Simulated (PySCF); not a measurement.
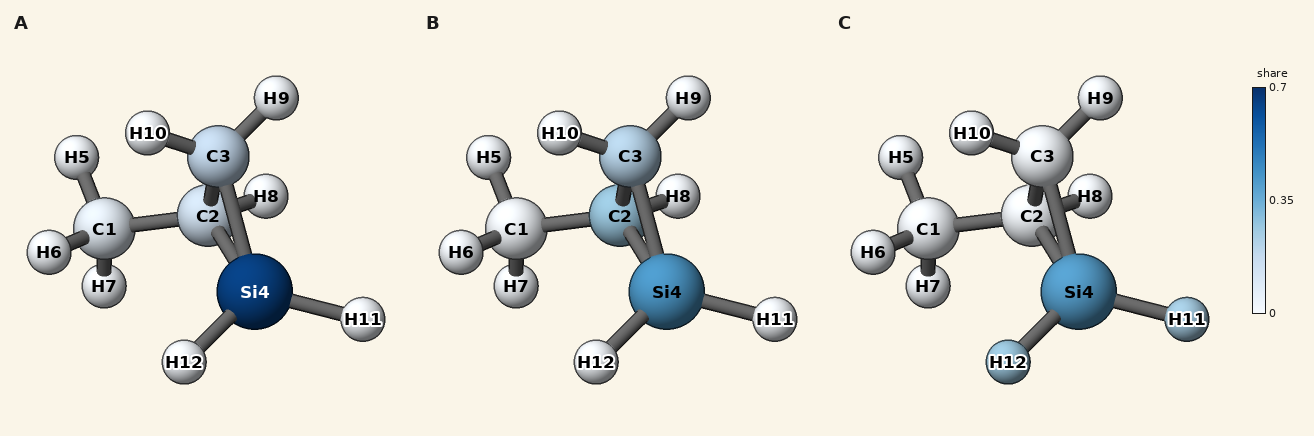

Each panel colours the atoms by their Löwdin share in one orbital (up to four of the largest shares; other atoms are shown as zero). The computed structure is the end point of a PBE0-D3(BJ)/def2-SVP optimisation. No frequency run is at hand to confirm it as a minimum. Computed with PBE0/6-31+G* (PySCF 2.14.0).

> The panels show the HOMO−2, HOMO, LUMO, in some order. Which is which?

A: LUMO, 0.07 eV; Si4 0.65, C3 0.17, C2 0.12, C1 0.05
B: HOMO, −6.60 eV; Si4 0.41, C2 0.26, C3 0.20
C: HOMO−2, −9.74 eV; Si4 0.39, H12 0.26, H11 0.24
